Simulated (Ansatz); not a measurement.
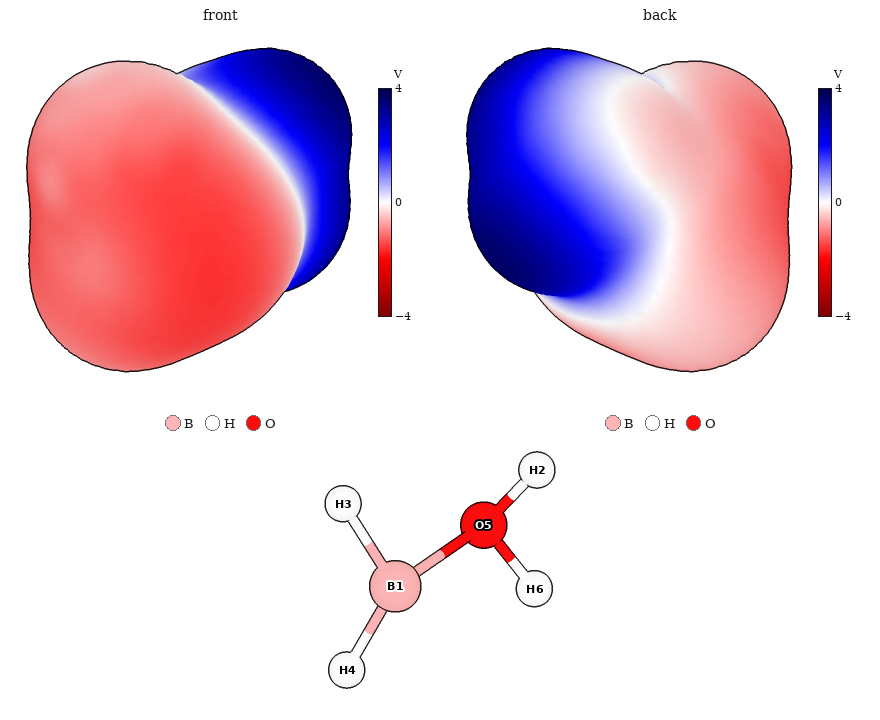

*BH4O (doublet). The electrostatic potential painted on the density surface at 0.002 e/bohr³, seen from the front and from behind; the colour scale runs from red (negative) to blue (positive). The bare structure is drawn below in the same view.*

Level of theory: UKS B3LYP-D4/def2-SVP in Ansatz 0.2.0.

The calculation's input:

```
crystal:
  periodic: [false, false, false]
  atoms:
    - { symbol: B, position_ang: [0.003735, 0.025389, -0.295806] }
    - { symbol: H, position_ang: [0.0325, 0.289048, 2.077021] }
    - { symbol: H, position_ang: [1.078753, -0.145514, -0.800965] }
    - { symbol: H, position_ang: [-1.100483, -0.006225, -0.759773] }
    - { symbol: O, position_ang: [-0.119469, -0.024128, 3.001623] }
    - { symbol: H, position_ang: [-0.409437, -0.939671, 2.865001] }
magnetization:
  spin_polarized: true
  initial_magnetization: 1
basis:
  gaussian: { orbitals: def2-SVP }
hamiltonian:
  xc: b3lyp
  dispersion: d4
relax:
  f_tol: 0.03
  max_steps: 50
output:
  orbitals: {}
```

Command:

```sh
ansatz run input.yaml --threads 1 --pin off --max-ram 2048MiB --backend cpu --events-out ev --progress --plain --runs-dir out
```

The fields are those of the run's last geometry, not of the input's.

Where is the surface potential most negative and most positive?

Answer. The most negative region (about −1.6 V, or −37 kcal/mol for a unit charge) lies over H3, the most positive (about +3.6 V, or +83 kcal/mol for a unit charge) over H2 and H6.
